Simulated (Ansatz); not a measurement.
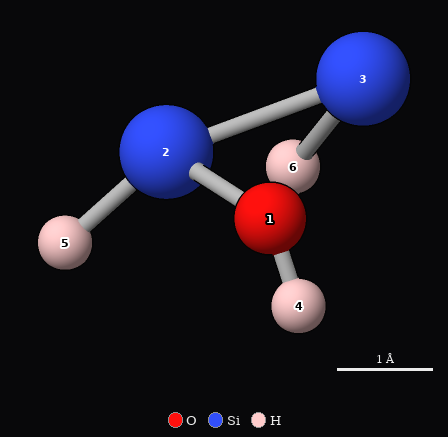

**Figure 1.** The structure (ball-and-stick view, seen at a tilt; atoms are numbered from 1 in the order of the input).

# Single-point calculation of Si₂H₃O (charge +1)

- system: Si₂H₃O, charge +1
- method: RKS r2SCAN-D4/def2-TZVPP (Ansatz 0.2.0)

The geometry comes from this level: PBE0-D4/def2-TZVP.

The program's output:
```
Functional definition: r2SCAN
  name "r2SCAN"
  cite "Furness, Kaplan, Ning, Perdew & Sun, J. Phys. Chem. Lett. 11, 8208 (2020) doi:10.1021/acs.jpclett.0c02405"
  cite "Furness, Kaplan, Ning, Perdew & Sun, J. Phys. Chem. Lett. 11, 9248 (2020) doi:10.1021/acs.jpclett.0c03077"
  parent r2scan
  parameter k0 = 0.174
  parameter k1 = 0.065
  parameter a1 = 4.9479
  exchange = r2scan_x(k0 = k0, k1 = k1, a1 = a1)
  correlation = r2scan_c
904 factors; their error is unknown
mean field evaluation 1: about -17824.2910 eV, gradient 9.8e1 eV
mean field evaluation 2: about -17661.8348 eV, gradient 2.1e2 eV
mean field evaluation 4: about -17839.3044 eV, gradient 2.3e1 eV
mean field evaluation 8: about -17841.0355 eV, gradient 2.5e-1 eV
mean field evaluation 16: about -17840.9997 eV, gradient 9.7e-5 eV
mean field -17840.99965934 eV, -655.6446444169 hartree, gradient 2.7e-5 eV, S^2 0.000000; 0 other end points of the search recorded, 0 dependent functions left out
reference -17840.99967033 eV, -655.6446448205 hartree; 19, 19 occupied and 138, 138 virtual orbitals, 904 factors
Total energy: -17841.02292464 eV, -655.6454994007 hartree
```

This output came from the following input.

Input:
```yaml
crystal:
  periodic: [false, false, false]
  atoms:
    - {symbol: O, position_ang: [-0.526445, -0.819556, -0.526750]}
    - {symbol: Si, position_ang: [0.468907, -1.150876, 0.854282]}
    - {symbol: Si, position_ang: [0.655316, 0.806732, -0.162782]}
    - {symbol: H, position_ang: [-1.493407, -0.765234, -0.506186]}
    - {symbol: H, position_ang: [-0.156471, -2.155805, 1.748311]}
    - {symbol: H, position_ang: [-0.007199, 0.444492, 1.375612]}
basis:
  gaussian: {orbitals: def2-TZVPP}
total_charge: 1
hamiltonian: {xc: r2scan, dispersion: d4}
```

Launched with:
```bash
ansatz run in.yaml --threads 2 --pin off --events-out ev --progress --plain --max-ram 4352MiB
```

Key numbers:

- outcome: converged
- total energy: −17841.0229 eV
- mean-field energy: −17840.9997 eV
- dispersion energy: −0.0233 eV
- SCF solution under orbital rotations: stable
- hardware: 2 threads of Intel Xeon @ 2.50GHz, 11 GiB of memory available, shared host
- wall time: 4.1 s (CPU time 6.6 s)
- peak memory: 0.35 GiB
